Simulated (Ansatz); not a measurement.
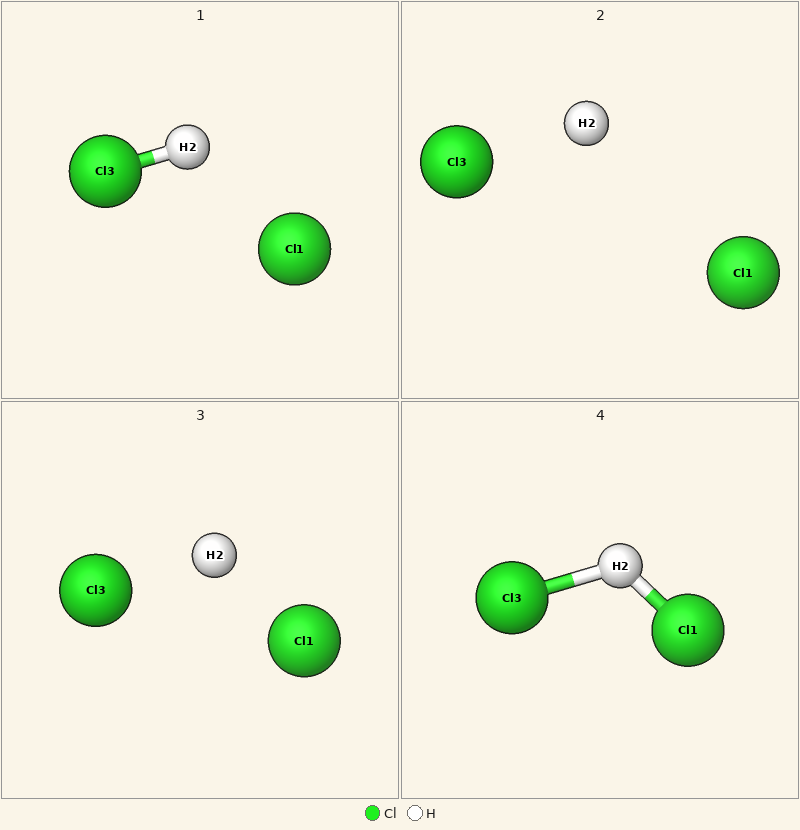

The system Cl⁻ + HCl. 
- First axis: distance Cl1–H2. Second axis: distance H2–Cl3.
- Nothing is relaxed (the angle Cl1–H2–Cl3 is fixed at 120 degrees).
- The scan uses a 14 × 14 grid; 105 points were computed and 91 follow by symmetry.
- All energies are given in eV relative to Cl with charge -1 far from the relaxed HCl (each part in its own basis).
- The restricted reference is unstable at some or all points, so the energies there are unreliable.
- Theory: RHF-CCSD(T), frozen core/def2-TZVPD in Ansatz 0.2.0.

The numbered pictures are structures from this grid.

Which is the most stable, and how do the others follow?

Answer. 3, at distance Cl1–H2 = 1.642 Å, distance H2–Cl3 = 1.642 Å: 0.06 eV; 1, at distance Cl1–H2 = 1.958 Å, distance H2–Cl3 = 1.135 Å: 0.75 eV; 2, at distance Cl1–H2 = 2.866 Å, distance H2–Cl3 = 1.796 Å: 1.27 eV; 4, at distance Cl1–H2 = 1.239 Å, distance H2–Cl3 = 1.496 Å: 2.01 eV.

The map, with the structures marked:

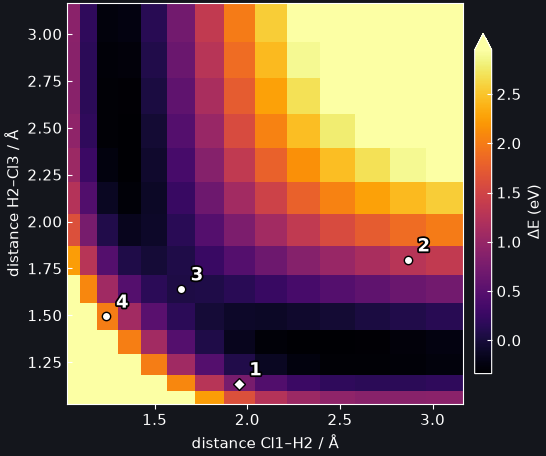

The picture shows one coloured cell a grid point, one colour for all values above the top of the scale.
